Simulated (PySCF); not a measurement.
B$_{2}$Cl$_{4}$ (SMILES ClB(Cl)B(Cl)Cl)

Input file:

```
{"job": {"kind": "nmr", "xc": "PBE0", "basis": "pcSseg-1", "pop": false}, "charge": 0, "multiplicity": 1}
Cl    -1.726788    -1.208082     0.864272
B     -0.843567    -0.072758    -0.079980
Cl    -1.752336     0.905977    -1.164846
B      0.847694     0.075207     0.051864
Cl     1.574228     1.157574     1.174964
Cl     1.913259    -0.849956    -0.932574
```

Launched as:

```sh
OMP_NUM_THREADS=1 python ens_run.py task.json out
```

Geometry: GFN2-xTB.

These are results of PySCF, PBE0/pcSseg-1, SCF density, gas phase, non-relativistic, not measurements.

> What will maps of the electron density and electron localisation function show?

B–B (1.70 Å): ρ is about 1.1 e/Å³ halfway; the ELF peaks at about 1 between the atoms; localised, covalent bonding.
B–Cl (1.72 Å): ρ at the midpoint is about 1.4 e/Å³; the ELF peaks at about 0.90 between the atoms (a shared but strongly polarised pair).

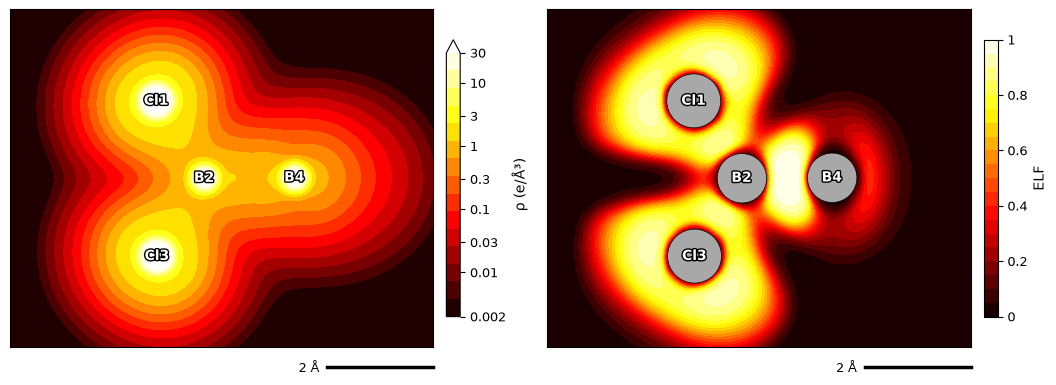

Computed electron density and electron localisation function on the plane of atoms Cl1, B2 and Cl3, in this order. Grey discs cover the atomic cores in the ELF map. 
